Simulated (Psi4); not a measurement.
**One shape, several levels: BH2F (SMILES [H]B([H])F)**

We compute a comparison of 5 runs (HF/STO-3G, B3LYP/6-31G*, MP2/6-311G(2df,2pd), REMP2/def2-SVPD, CCSD(T)/6-31G**) of BH2F. 

The results are computed with Psi4 1.11.

4 further runs of the same task are left out: 4 set aside as unsound or not needed.

### Step 1. The structure to begin with

BH2F has 4 atoms, charge 0, and is taken as a singlet. As SMILES, `[H]B([H])F`. The shape is that of a GFN2-xTB optimisation.

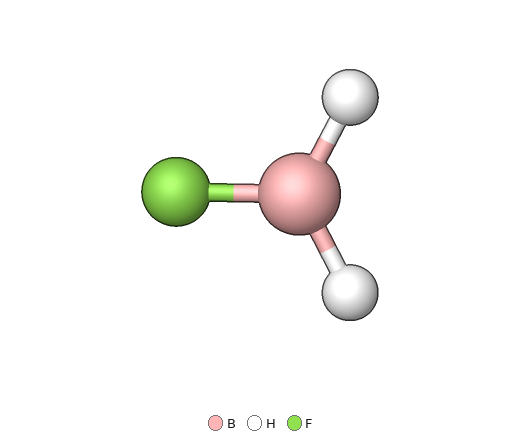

The structure, seen from a chosen angle (boron pink, hydrogen white, fluorine green).

### Step 2. Energy and gradient at HF/STO-3G (run 1)

Contents of job.dat:

```
memory 1600 mb

molecule {
  B
  H 1 1.171483
  H 1 1.171471 2 125.36319
  F 1 1.305725 3 117.32068 2 -179.82874
  symmetry c1
}

set basis STO-3G
set puream true
set e_convergence 1e-09
set d_convergence 1e-08
set scf_type pk

e_tot, wfn = gradient('hf', return_wfn=True)
oeprop(wfn, 'MULLIKEN_CHARGES', 'DIPOLE', 'MAYER_INDICES')
```

On the command line:

```bash
psi4 -i job.dat -o job.out -n 1
```

job.out:

```text
[...]
  Running in c1 symmetry.
[...]
  Nuclear repulsion =   27.508340644648172
[...]
  Multiplicity = 1
[...]
  Nalpha       = 8
  Nbeta        = 8
[...]
    Number of basis functions: 12
[...]
   @RHF iter   1:  -123.56191484615697   -1.34997e+00   1.91487e-02 DIIS/ADIIS
[...]
   @RHF iter   9:  -123.60286060420871   -2.70006e-13   2.43312e-09 DIIS
[...]
    Orbital Energies [Eh]
    ---------------------
    Doubly Occupied:
       1A    -25.982936     2A     -7.454844     3A     -1.527382
       4A     -0.680075     5A     -0.597958     6A     -0.540537
       7A     -0.521056     8A     -0.405743
[...]
  @RHF Final Energy:  -123.60286060420871
   => Energetics <=
    Nuclear Repulsion Energy =             27.5083406446481717
    One-Electron Energy =                -226.8013412947853737
    Two-Electron Energy =                  75.6901400459284872
    Total Energy =                       -123.6028606042087148
[...]
  -Total Gradient:
     Atom            X                  Y                   Z
    ------   -----------------  -----------------  -----------------
       1       -0.000380652695     0.019063112246     0.009829079880
       2        0.000122831809    -0.006543768892     0.003188167742
       3        0.000122816778    -0.001188316238    -0.007172137428
       4        0.000135004109    -0.011331027115    -0.005845110194
[...]
 Multipole Moments:
 ------------------------------------------------------------------------------------
     Multipole            Electronic (a.u.)      Nuclear  (a.u.)        Total (a.u.)
 ------------------------------------------------------------------------------------
 L = 1.  Multiply by 2.5417464519 to convert [e a0] to [Debye]
 Dipole X            :          0.0018725           -0.0032257           -0.0013531
 Dipole Y            :         -1.9092284            1.9754724            0.0662440
 Dipole Z            :         -0.9861949            1.0203756            0.0341806
 Magnitude           :                                                    0.0745548
[...]
  Mulliken Charges: (a.u.)
   Center  Symbol    Alpha    Beta     Spin     Total
       1     B     2.33520  2.33520  0.00000  0.32960
       2     H     0.53799  0.53799  0.00000 -0.07598
       3     H     0.53799  0.53799  0.00000 -0.07598
       4     F     4.58882  4.58882  0.00000 -0.17764
   Total alpha =  8.00000, Total beta =  8.00000, Total charge =  0.00000
  Mayer Bond Indices:
[...]
```

Run time: 1.3 s. Hardware: 1 thread of Intel Xeon 6975P-C (Granite Rapids), shared host; peak memory 0.18 GiB.

### Step 3. Energy and gradient at B3LYP/6-31G(d) (spherical functions) (run 2)

Contents of input.in:

```
memory 1600 MB

molecule {
  B
  H 1 R2
  H 1 R3 2 A3
  F 1 R4 3 A4 2 D4

  R2 = 1.171483
  R3 = 1.171471
  A3 = 125.36319
  R4 = 1.305725
  A4 = 117.32068
  D4 = -179.82874
  symmetry c1
}

set basis 6-31G*
set puream true
set e_convergence 1e-09
set d_convergence 1e-08
set scf_type pk
set dft_radial_points 99
set dft_spherical_points 590

gradient("b3lyp")
```

On the command line:

```bash
psi4 -n 1 input.in input.out
```

input.out:

```text
[...]
  Running in c1 symmetry.
[...]
  Nuclear repulsion =   27.508340644648172
[...]
  Multiplicity = 1
[...]
  Nalpha       = 8
  Nbeta        = 8
[...]
    Number of basis functions: 32
[...]
   @RKS iter   1:  -125.89062052361075   -4.32781e-01   8.99978e-03 ADIIS/DIIS
[...]
   @RKS iter   8:  -125.92422466665423   -7.90124e-12   8.16657e-09 DIIS
[...]
    Orbital Energies [Eh]
    ---------------------
    Doubly Occupied:
       1A    -24.708633     2A     -6.799236     3A     -1.219970
       4A     -0.562315     5A     -0.478464     6A     -0.459370
       7A     -0.449032     8A     -0.326234
[...]
  @RKS Final Energy:  -125.92422466665423
   => Energetics <=
    Nuclear Repulsion Energy =             27.5083406446481717
    One-Electron Energy =                -227.9645820739598321
    Two-Electron Energy =                  86.9138742256498631
    DFT Exchange-Correlation Energy =     -12.3818574629924267
    Empirical Dispersion Energy =           0.0000000000000000
    VV10 Nonlocal Energy =                  0.0000000000000000
    Total Energy =                       -125.9242246666542258
[...]
 Multipole Moments:
 ------------------------------------------------------------------------------------
     Multipole            Electronic (a.u.)      Nuclear  (a.u.)        Total (a.u.)
 ------------------------------------------------------------------------------------
 L = 1.  Multiply by 2.5417464519 to convert [e a0] to [Debye]
 Dipole X            :          0.0017492           -0.0032257           -0.0014765
 Dipole Y            :         -1.8123327            1.9754724            0.1631396
 Dipole Z            :         -0.9361496            1.0203756            0.0842259
 Magnitude           :                                                    0.1836048
[...]
  -Total Gradient:
     Atom            X                  Y                   Z
    ------   -----------------  -----------------  -----------------
       1       -0.000235213808    -0.003366143194    -0.001752056533
       2        0.000100877230    -0.001675292134    -0.012972292408
       3        0.000100865041    -0.011549352342     0.006149399323
       4        0.000033459074     0.016592168708     0.008575662987
[...]
```

It took 3.3 s on 1 thread of Intel Xeon 6975P-C (Granite Rapids), shared host; peak memory 0.42 GiB.

Runs 3 to 4 aren't shown in full; the table further down has their settings and results.

### Step 4. The energy at CCSD(T)/6-31G(d,p) (spherical functions) (run 5)

Contents of job.in:

```
memory 1.6 GB

molecule mol {
  B
  H 1 1.171483
  H 1 1.171471 2 125.36319
  F 1 1.305725 3 117.32068 2 -179.82874
  symmetry c1
  no_reorient
  no_com
}

set {
  basis 6-31G**
  puream true
  e_convergence 1e-09
  d_convergence 1e-08
  scf_type pk
  num_frozen_docc 2
}

e_tot = energy("ccsd(t)")
print_variables()
```

On the command line:

```bash
psi4 job.in job.out -n 1
```

job.out:

```text
[...]
  Running in c1 symmetry.
[...]
  Nuclear repulsion =   27.508340644648172
[...]
  Multiplicity = 1
[...]
  Nalpha       = 8
  Nbeta        = 8
[...]
    Number of basis functions: 38
[...]
   @RHF iter   1:  -125.30266983756405   -7.32143e-01   6.07523e-03 DIIS/ADIIS
[...]
   @RHF iter   9:  -125.32212029236516   -5.35749e-12   9.64035e-09 DIIS
[...]
    Orbital Energies [Eh]
    ---------------------
    Doubly Occupied:
       1A    -26.302790     2A     -7.654308     3A     -1.616689
       4A     -0.790524     5A     -0.702299     6A     -0.669033
       7A     -0.627933     8A     -0.485577
[...]
  @RHF Final Energy:  -125.32212029236516
   => Energetics <=
    Nuclear Repulsion Energy =             27.5083406446481717
    One-Electron Energy =                -227.9626167663287788
    Two-Electron Energy =                  75.1321558293154510
    Total Energy =                       -125.3221202923651560
[...]
 Multipole Moments:
 ------------------------------------------------------------------------------------
     Multipole            Electronic (a.u.)      Nuclear  (a.u.)        Total (a.u.)
 ------------------------------------------------------------------------------------
 L = 1.  Multiply by 2.5417464519 to convert [e a0] to [Debye]
 Dipole X            :          0.0011284           -0.0032257           -0.0020973
 Dipole Y            :         -1.6756992            1.9754724            0.2997732
 Dipole Z            :         -0.8655836            1.0203756            0.1547920
 Magnitude           :                                                    0.3373855
[...]
      * MP2 total energy                      = -125.578695048553840
[...]
      * CCSD total energy                     = -125.594279445554747
[...]
      * CCSD(T) total energy                  = -125.599176615526289
[...]
```

Run time: 2 s. Hardware: 1 thread of Intel Xeon 6975P-C (Granite Rapids), shared host; peak memory 0.2 GiB.

### Step 5. Overview of the runs

```csv
run,level,properties,integration grid,energy (Eh),HOMO energy (eV),LUMO energy (eV),HOMO–LUMO gap (eV),wall time
1,HF/STO-3G,"(mulliken, dipole, mayer)",–,-123.602861,-11.04,7.54,18.58,1.3 s
2,B3LYP/6-31G* (spherical functions),–,99 radial × 590 angular,-125.924225,-8.88,-0.80,8.08,3.3 s
3,"MP2/6-311G(2df,2pd) (fitted SCF)",–,–,-125.720443,-13.33,2.77,16.10,3 s
4,REMP2/def2-SVPD,–,–,-125.526054,-13.43,2.11,15.54,2.8 s
5,CCSD(T)/6-31G** (spherical functions),–,–,-125.599177,-13.21,3.37,16.58,2 s
```

### Step 6. Results

```
                                          quantity          value
                               run 5: total energy  -125.59918 Eh
        run 5: HOMO energy (Hartree–Fock orbitals)      -13.21 eV
        run 5: LUMO energy (Hartree–Fock orbitals)        3.37 eV
      run 5: HOMO–LUMO gap (Hartree–Fock orbitals)       16.58 eV
run 5: correlation energy (2 core orbitals frozen)     -277.1 mEh
                             run 5: (T) correction      -4.90 mEh
                              run 5: T1 diagnostic          0.015
```

In words: In run 1 the basis is minimal, so the values are rough. All runs together took 12 s, the longest 3.3 s.
